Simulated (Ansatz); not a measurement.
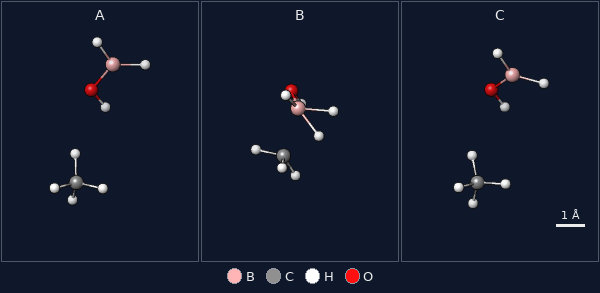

3 geometries from a converged minimum-energy path of CH7BO, made up at the start of CH5BO and H2, shuffled. The picture is a ball-and-stick view, seen from a free direction.

Level of theory: RKS BLYP/6-31G* (Ansatz 0.2.0). Settings: 9 movable images; climbing image; force threshold 0.05 eV/Å; iteration limit 60; starting path through a guess of the saddle point.

Which of them lies highest in energy?

B. In order along the path, whose images run from 0 to 10: B (image 5, +44.5 kcal/mol), C (image 9, −6.8 kcal/mol), A (image 10, −7.0 kcal/mol). Breaking: B–C (1.58 → 4.63 Å), H–H (0.75 → 5.04 Å). Forming: B–H (5.61 → 1.21 Å), C–H (5.77 → 1.10 Å).

Limits of the set-up: the start holds two separate molecules, 5.1 Å apart at their closest, whose relative position is a soft coordinate and is computed without a dispersion correction.
